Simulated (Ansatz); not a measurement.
Input file:

```
crystal:
  periodic: [false, false, false]
  atoms:
    - { symbol: Ga, position_ang: [-0.00469, 0.506026, -0.3559] }
    - { symbol: Cl, position_ang: [0.071021, 0.349454, 3.07745] }
    - { symbol: O, position_ang: [1.517176, -0.263707, -0.860749] }
    - { symbol: H, position_ang: [1.447318, -1.119243, -1.295049] }
    - { symbol: O, position_ang: [-1.597877, -0.174726, -0.758138] }
    - { symbol: H, position_ang: [-1.606216, -1.035618, -1.187351] }
    - { symbol: H, position_ang: [0.058252, 1.873168, 0.40432] }
    - { symbol: H, position_ang: [0.060317, 1.347246, 2.192417] }
basis:
  gaussian: { orbitals: def2-SVP }
hamiltonian:
  xc: pbe0
relax:
  f_tol: 0.03
  max_steps: 50
output:
  orbitals: {}
```

Command:

```sh
ansatz run input.yaml --threads 2 --pin off --max-ram 3072MiB --backend cpu --events-out ev --progress --plain --runs-dir out
```

The fields are those of the run's last geometry, not of the input's.

Method: RKS PBE0/def2-SVP in Ansatz 0.2.0.

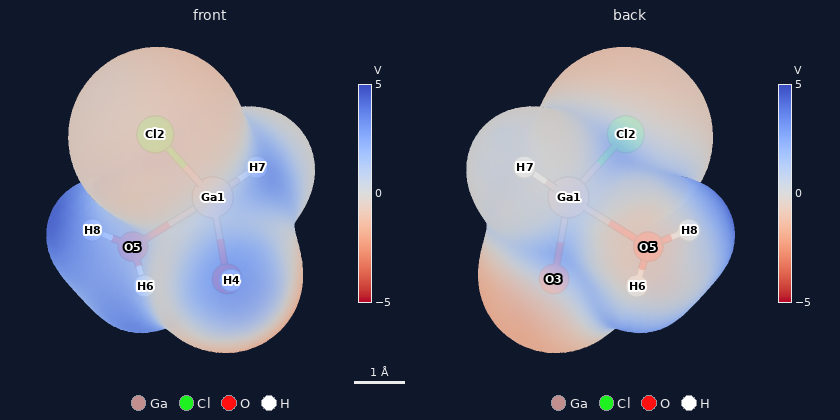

ClGaH4O2. The electrostatic potential painted on the density surface at 0.004 e/bohr³, seen from the front and from behind; the colour scale runs from red (negative) to blue (positive).

Q: Which sites attract a positive test charge, and which a negative one?

A: A positive charge is drawn to the negative regions and a negative charge to the positive ones. The most negative region (about −1.7 V) lies over O3, the most positive (about +4.1 V) over H8. O3 is the likeliest acceptor of a hydrogen bond.
